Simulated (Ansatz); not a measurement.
CH9BSi: nudged elastic band (part 1 of 2)

The run: nudged elastic band of CH9BSi. Method and program: RKS PBE0/def2-SVP (Ansatz 0.2.0).

It belongs to a series of runs on one base structure; here: band between the two ends. Figures and captions count atoms from 1; the log counts them from 0 in places.

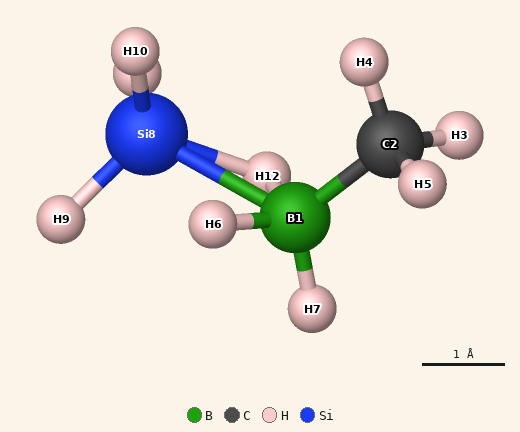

Fig. 1: The starting structure (ball-and-stick view, seen at a tilt; atoms are numbered from 1 in the order of the input). Bond lengths as drawn: B–C 1.60 Å, B–H 1.21 to 1.32 Å, B–Si 2.20 Å, C–H 1.10 Å and H–Si 1.49 to 1.64 Å.

### Results in brief

- outcome: converged
- barrier, forward: 2.820 eV
- barrier, backward: 2.323 eV
- hardware: 2 threads of Arm Neoverse V2, 24 GiB of memory available, shared host
- wall time: 8.3 min (CPU time 16 min)
- peak memory: 0.18 GiB

### Remarks

The order of the saddle point was not checked.

### Input
```yaml
crystal:
  periodic: [false, false, false]
  atoms:
    - { symbol: B, position_ang: [-0.414834, -0.307227, 0.672998] }
    - { symbol: C, position_ang: [0.216949, 0.492265, 1.904193] }
    - { symbol: H, position_ang: [-0.551203, 0.859102, 2.601942] }
    - { symbol: H, position_ang: [0.946275, -0.090731, 2.488633] }
    - { symbol: H, position_ang: [0.748268, 1.378312, 1.521436] }
    - { symbol: H, position_ang: [0.423742, -0.811085, -0.095661] }
    - { symbol: H, position_ang: [-1.271969, 0.183398, -0.033623] }
    - { symbol: Si, position_ang: [-0.19525, -2.491509, 0.666842] }
    - { symbol: H, position_ang: [-0.374693, -2.897863, -0.752403] }
    - { symbol: H, position_ang: [1.192877, -2.623824, 1.185172] }
    - { symbol: H, position_ang: [-1.04108, -3.418217, 1.496135] }
    - { symbol: H, position_ang: [-1.17658, -1.267418, 1.155836] }
basis:
  gaussian: { orbitals: def2-SVP }
hamiltonian:
  xc: pbe0
neb:
  order_check: false
  images: 7
  f_tol: 0.03
  max_iterations: 60
  spring: { min: 2.0, max: 10.0 }
  final_atoms:
    - { symbol: B, position_ang: [-0.32610537, -0.65262973, -0.17363868] }
    - { symbol: C, position_ang: [0.10875297, 0.33196425, 2.34292982] }
    - { symbol: H, position_ang: [-0.53778422, 0.4032361, 1.44197276] }
    - { symbol: H, position_ang: [1.12250059, 0.0032841, 2.08497837] }
    - { symbol: H, position_ang: [0.14644394, 1.34358339, 2.7707393] }
    - { symbol: H, position_ang: [0.6618033, -0.08562492, -0.57675951] }
    - { symbol: H, position_ang: [-1.39493891, -0.11639442, -0.36212071] }
    - { symbol: Si, position_ang: [-0.24458907, -2.56458119, 0.46124215] }
    - { symbol: H, position_ang: [-0.38112838, -3.43879309, -0.75269625] }
    - { symbol: H, position_ang: [1.05166038, -2.92211847, 1.12159654] }
    - { symbol: H, position_ang: [-1.35420459, -2.93023962, 1.39890383] }
    - { symbol: H, position_ang: [-0.34990863, -0.3664834, 3.05435239] }
  initial_path:
    images:
      - { positions_ang: [[-0.414834, -0.307227, 0.672998], [0.216949, 0.492265, 1.904193], [-0.551203, 0.859102, 2.601942], [0.946275, -0.090731, 2.488633], [0.748268, 1.378312, 1.521436], [0.423742, -0.811085, -0.095661], [-1.271969, 0.183398, -0.033623], [-0.19525, -2.491509, 0.666842], [-0.374693, -2.897863, -0.752403], [1.192877, -2.623824, 1.185172], [-1.04108, -3.418217, 1.496135], [-1.17658, -1.267418, 1.155836]] }
      - { positions_ang: [[-0.34864144, -0.24486708, 0.49132996], [0.16984142, 0.38281108, 1.89936598], [-0.64189141, 0.57341975, 2.54244827], [0.92611214, -0.21653827, 2.42097408], [0.62012128, 1.30996149, 1.68549425], [0.52280022, -0.61814738, -0.25739955], [-1.26124762, 0.10136519, -0.16215504], [-0.20957315, -2.40390888, 0.69764939], [-0.50243068, -2.93073899, -0.60940647], [1.16899463, -2.62229098, 1.15804397], [-1.03975195, -3.09614425, 1.62762242], [-0.90183144, -1.22971868, 1.31753274]] }
      - { positions_ang: [[-0.28244888, -0.18250715, 0.30966193], [0.12273384, 0.27335716, 1.89453896], [-0.73257981, 0.28773749, 2.48295455], [0.90594929, -0.34234555, 2.35331515], [0.49197455, 1.24161098, 1.84955251], [0.62185843, -0.42520975, -0.41913811], [-1.25052624, 0.01933239, -0.29068709], [-0.2238963, -2.31630876, 0.72845677], [-0.63016835, -2.96361497, -0.46640994], [1.14511227, -2.62075797, 1.13091594], [-1.03842391, -2.7740715, 1.75910983], [-0.62708288, -1.19201937, 1.47922948]] }
      - { positions_ang: [[-0.21625633, -0.12014723, 0.12799389], [0.07562626, 0.16390324, 1.88971194], [-0.82326822, 0.00205524, 2.42346082], [0.88578643, -0.46815282, 2.28565623], [0.36382783, 1.17326047, 2.01361076], [0.72091665, -0.23227213, -0.58087666], [-1.23980486, -0.06270042, -0.41921913], [-0.23821945, -2.22870864, 0.75926416], [-0.75790603, -2.99649096, -0.3234134], [1.1212299, -2.61922495, 1.10378792], [-1.03709586, -2.45199876, 1.89059725], [-0.35233432, -1.15432005, 1.64092622]] }
      - { positions_ang: [[-0.15006377, -0.0577873, -0.05367415], [0.02851869, 0.05444932, 1.88488492], [-0.91395662, -0.28362702, 2.3639671], [0.86562357, -0.59396009, 2.21799731], [0.23568111, 1.10490996, 2.17766902], [0.81997486, -0.0393345, -0.74261522], [-1.22908349, -0.14473322, -0.54775117], [-0.2525426, -2.14110851, 0.79007155], [-0.8856437, -3.02936695, -0.18041687], [1.09734753, -2.61769194, 1.07665989], [-1.03576781, -2.12992601, 2.02208466], [-0.07758577, -1.11662073, 1.80262297]] }
      - { positions_ang: [[-0.19407417, -0.20649791, -0.08366528], [0.04857726, 0.12382805, 1.99939614], [-0.81991352, -0.11191124, 2.13346851], [0.92984282, -0.44464904, 2.18474257], [0.21337182, 1.16457832, 2.32593659], [0.78043197, -0.05090711, -0.70115129], [-1.27054734, -0.13764852, -0.50134356], [-0.25055422, -2.24697668, 0.7078642], [-0.75951487, -3.13172348, -0.32348672], [1.08592574, -2.69379857, 1.08789405], [-1.11537701, -2.33000441, 1.86628946], [-0.14566648, -0.9290864, 2.11555532]] }
      - { positions_ang: [[-0.23808457, -0.35520851, -0.11365641], [0.06863583, 0.19320679, 2.11390737], [-0.72587042, 0.05980454, 1.90296993], [0.99406208, -0.295338, 2.15148784], [0.19106252, 1.22424667, 2.47420416], [0.74088908, -0.06247971, -0.65968736], [-1.3120112, -0.13056382, -0.45493594], [-0.24856584, -2.35284485, 0.62565685], [-0.63338604, -3.23408002, -0.46655656], [1.07450396, -2.7699052, 1.09912821], [-1.1949862, -2.53008282, 1.71049425], [-0.2137472, -0.74155207, 2.42848768]] }
      - { positions_ang: [[-0.28209497, -0.50391912, -0.14364755], [0.0886944, 0.26258552, 2.22841859], [-0.63182732, 0.23152032, 1.67247134], [1.05828133, -0.14602695, 2.11823311], [0.16875323, 1.28391503, 2.62247173], [0.70134619, -0.07405232, -0.61822344], [-1.35347506, -0.12347912, -0.40852833], [-0.24657745, -2.45871302, 0.5434495], [-0.50725721, -3.33643656, -0.60962641], [1.06308217, -2.84601183, 1.11036238], [-1.27459539, -2.73016122, 1.55469904], [-0.28182792, -0.55401773, 2.74142003]] }
      - { positions_ang: [[-0.32610537, -0.65262973, -0.17363868], [0.10875297, 0.33196425, 2.34292982], [-0.53778422, 0.4032361, 1.44197276], [1.12250059, 0.0032841, 2.08497837], [0.14644394, 1.34358339, 2.7707393], [0.6618033, -0.08562492, -0.57675951], [-1.39493891, -0.11639442, -0.36212071], [-0.24458907, -2.56458119, 0.46124215], [-0.38112838, -3.43879309, -0.75269625], [1.05166038, -2.92211847, 1.12159654], [-1.35420459, -2.93023962, 1.39890383], [-0.34990863, -0.3664834, 3.05435239]] }
```

Launch command:
```bash
ansatz run input.yaml --threads 2 --pin off --max-ram 3072MiB --backend cpu --events-out ev --progress --plain --runs-dir out
```

### Log
```
Engine: ansatz 0.2.0, aarch64-unknown-linux-gnu
Functional definition: PBE0
  parameter a = 0.25
  parameter kappa = 0.804
  parameter beta = 0.06672455060314922
  exchange = (1 - a)*pbe_x(kappa = kappa, mu = beta*pi^2/3) + a*exact_x
  correlation = pbe_c(beta = beta)
995 factors; integrals over basis functions are off by at most 5.7e-4 eV
mean field evaluation 1: about -9722.0780 eV, gradient 4.3e1 eV
mean field evaluation 2: about -9720.0621 eV, gradient 4.9e1 eV
mean field evaluation 4: about -9726.9777 eV, gradient 7.0e-1 eV
mean field evaluation 8: about -9726.9935 eV, gradient 1.7e-2 eV
mean field -9726.99349610 eV, -357.4604177886 hartree, gradient 1.7e-5 eV, S^2 0.000000; 0 other end points of the search recorded, 0 dependent functions left out
the calculation of the forces begins
reference -9726.99352367 eV, -357.4604188020 hartree; 17, 17 occupied and 74, 74 virtual orbitals, 995 factors
995 factors; integrals over basis functions are off by at most 9.1e-4 eV
mean field evaluation 16: about -9723.0037 eV, gradient 3.6e1 eV
mean field -9726.49643388 eV, -357.4421510891 hartree, gradient 9.1e-6 eV, S^2 0.000000; 0 other end points of the search recorded, 0 dependent functions left out
[... from here on the field's lines of each further geometry are left out, up to the last ...]
NEB iter   1: max|band force component| = 2.029e1 eV/Å  barrier→ = 6.5121 eV  barrier← = 6.0151 eV  Δτ_max = 0.2000 Å  (211 SCF iters)
NEB iter   2: max|band force component| = 4.334e0 eV/Å  barrier→ = 4.0602 eV  barrier← = 3.5632 eV  Δτ_max = 0.2000 Å  (181 SCF iters)
NEB iter   3: max|band force component| = 1.720e0 eV/Å  barrier→ = 3.2310 eV  barrier← = 2.7340 eV  Δτ_max = 0.2000 Å  (182 SCF iters)
NEB iter   4: max|band force component| = 1.515e0 eV/Å  barrier→ = 3.0462 eV  barrier← = 2.5491 eV  Δτ_max = 0.1921 Å  (184 SCF iters)
NEB iter   5: max|band force component| = 1.490e0 eV/Å  barrier→ = 3.0748 eV  barrier← = 2.5778 eV  Δτ_max = 0.1989 Å  (190 SCF iters)
NEB iter   6: max|band force component| = 2.383e0 eV/Å  barrier→ = 3.1418 eV  barrier← = 2.6448 eV  Δτ_max = 0.1038 Å  (183 SCF iters)
NEB iter   7: max|band force component| = 1.635e0 eV/Å  barrier→ = 2.9437 eV  barrier← = 2.4466 eV  Δτ_max = 0.1005 Å  (182 SCF iters)
NEB iter   8: max|band force component| = 9.330e-1 eV/Å  barrier→ = 2.8321 eV  barrier← = 2.3350 eV  Δτ_max = 0.0990 Å  (182 SCF iters)
NEB iter   9: max|band force component| = 1.016e0 eV/Å  barrier→ = 2.8294 eV  barrier← = 2.3324 eV  Δτ_max = 0.0495 Å  (182 SCF iters)
NEB iter  10: max|band force component| = 6.557e-1 eV/Å  barrier→ = 2.8233 eV  barrier← = 2.3262 eV  Δτ_max = 0.0498 Å  (184 SCF iters)
NEB iter  11: max|band force component| = 6.759e-1 eV/Å  barrier→ = 2.8215 eV  barrier← = 2.3244 eV  Δτ_max = 0.0499 Å  (184 SCF iters)
NEB iter  12: max|band force component| = 9.656e-1 eV/Å  barrier→ = 2.8220 eV  barrier← = 2.3250 eV  Δτ_max = 0.0999 Å  (185 SCF iters)
NEB iter  13: max|band force component| = 1.121e0 eV/Å  barrier→ = 2.8317 eV  barrier← = 2.3346 eV  Δτ_max = 0.0492 Å  (182 SCF iters)
NEB iter  14: max|band force component| = 1.136e0 eV/Å  barrier→ = 2.8311 eV  barrier← = 2.3340 eV  Δτ_max = 0.0980 Å  (184 SCF iters)
NEB iter  15: max|band force component| = 7.670e-1 eV/Å  barrier→ = 2.8261 eV  barrier← = 2.3291 eV  Δτ_max = 0.0973 Å  (182 SCF iters)
NEB iter  16: max|band force component| = 4.568e-1 eV/Å  barrier→ = 2.8241 eV  barrier← = 2.3271 eV  CI = image 5  Δτ_max = 0.0977 Å  (163 SCF iters)
NEB iter  17: max|band force component| = 6.578e-1 eV/Å  barrier→ = 2.8256 eV  barrier← = 2.3286 eV  CI = image 5  Δτ_max = 0.0493 Å  (186 SCF iters)
NEB iter  18: max|band force component| = 4.251e-1 eV/Å  barrier→ = 2.8240 eV  barrier← = 2.3269 eV  CI = image 5  Δτ_max = 0.0494 Å  (171 SCF iters)
NEB iter  19: max|band force component| = 3.484e-1 eV/Å  barrier→ = 2.8226 eV  barrier← = 2.3256 eV  CI = image 5  Δτ_max = 0.0985 Å  (183 SCF iters)
NEB iter  20: max|band force component| = 2.972e-1 eV/Å  barrier→ = 2.8222 eV  barrier← = 2.3251 eV  CI = image 5  Δτ_max = 0.0987 Å  (176 SCF iters)
NEB iter  21: max|band force component| = 3.091e-1 eV/Å  barrier→ = 2.8217 eV  barrier← = 2.3246 eV  CI = image 5  Δτ_max = 0.0494 Å  (168 SCF iters)
NEB iter  22: max|band force component| = 3.437e-1 eV/Å  barrier→ = 2.8211 eV  barrier← = 2.3241 eV  CI = image 5  Δτ_max = 0.0493 Å  (164 SCF iters)
NEB iter  23: max|band force component| = 4.339e-1 eV/Å  barrier→ = 2.8207 eV  barrier← = 2.3237 eV  CI = image 5  Δτ_max = 0.0990 Å  (169 SCF iters)
NEB iter  24: max|band force component| = 2.904e-1 eV/Å  barrier→ = 2.8205 eV  barrier← = 2.3235 eV  CI = image 5  Δτ_max = 0.0496 Å  (167 SCF iters)
NEB iter  25: max|band force component| = 4.991e-1 eV/Å  barrier→ = 2.8204 eV  barrier← = 2.3233 eV  CI = image 5  Δτ_max = 0.0248 Å  (169 SCF iters)
NEB iter  26: max|band force component| = 2.961e-1 eV/Å  barrier→ = 2.8203 eV  barrier← = 2.3232 eV  CI = image 5  Δτ_max = 0.0492 Å  (164 SCF iters)
NEB iter  27: max|band force component| = 3.598e-1 eV/Å  barrier→ = 2.8202 eV  barrier← = 2.3232 eV  CI = image 5  Δτ_max = 0.0987 Å  (163 SCF iters)
NEB iter  28: max|band force component| = 2.405e-1 eV/Å  barrier→ = 2.8202 eV  barrier← = 2.3231 eV  CI = image 5  Δτ_max = 0.1956 Å  (172 SCF iters)
NEB iter  29: max|band force component| = 3.313e-1 eV/Å  barrier→ = 2.8202 eV  barrier← = 2.3231 eV  CI = image 5  Δτ_max = 0.0719 Å  (164 SCF iters)
NEB iter  30: max|band force component| = 2.361e-1 eV/Å  barrier→ = 2.8201 eV  barrier← = 2.3231 eV  CI = image 5  Δτ_max = 0.1947 Å  (167 SCF iters)
NEB iter  31: max|band force component| = 2.754e-1 eV/Å  barrier→ = 2.8201 eV  barrier← = 2.3230 eV  CI = image 5  Δτ_max = 0.0984 Å  (153 SCF iters)
NEB iter  32: max|band force component| = 1.576e-1 eV/Å  barrier→ = 2.8201 eV  barrier← = 2.3230 eV  CI = image 5  Δτ_max = 0.0987 Å  (155 SCF iters)
NEB iter  33: max|band force component| = 1.894e-1 eV/Å  barrier→ = 2.8201 eV  barrier← = 2.3230 eV  CI = image 5  Δτ_max = 0.0495 Å  (155 SCF iters)
NEB iter  34: max|band force component| = 1.061e-1 eV/Å  barrier→ = 2.8201 eV  barrier← = 2.3230 eV  CI = image 5  Δτ_max = 0.0990 Å  (155 SCF iters)
NEB iter  35: max|band force component| = 1.279e-1 eV/Å  barrier→ = 2.8201 eV  barrier← = 2.3230 eV  CI = image 5  Δτ_max = 0.0494 Å  (159 SCF iters)
NEB iter  36: max|band force component| = 1.504e-1 eV/Å  barrier→ = 2.8201 eV  barrier← = 2.3230 eV  CI = image 5  Δτ_max = 0.0247 Å  (153 SCF iters)
NEB iter  37: max|band force component| = 1.154e-1 eV/Å  barrier→ = 2.8201 eV  barrier← = 2.3230 eV  CI = image 5  Δτ_max = 0.0494 Å  (149 SCF iters)
NEB iter  38: max|band force component| = 1.364e-1 eV/Å  barrier→ = 2.8201 eV  barrier← = 2.3230 eV  CI = image 5  Δτ_max = 0.0988 Å  (144 SCF iters)
NEB iter  39: max|band force component| = 1.570e-1 eV/Å  barrier→ = 2.8201 eV  barrier← = 2.3230 eV  CI = image 5  Δτ_max = 0.0988 Å  (154 SCF iters)
NEB iter  40: max|band force component| = 1.628e-1 eV/Å  barrier→ = 2.8201 eV  barrier← = 2.3230 eV  CI = image 5  Δτ_max = 0.0986 Å  (148 SCF iters)
NEB iter  41: max|band force component| = 1.761e-1 eV/Å  barrier→ = 2.8201 eV  barrier← = 2.3230 eV  CI = image 5  Δτ_max = 0.0499 Å  (143 SCF iters)
NEB iter  42: max|band force component| = 1.490e-1 eV/Å  barrier→ = 2.8201 eV  barrier← = 2.3230 eV  CI = image 5  Δτ_max = 0.0493 Å  (146 SCF iters)
NEB iter  43: max|band force component| = 1.182e-1 eV/Å  barrier→ = 2.8201 eV  barrier← = 2.3230 eV  CI = image 5  Δτ_max = 0.0496 Å  (146 SCF iters)
```
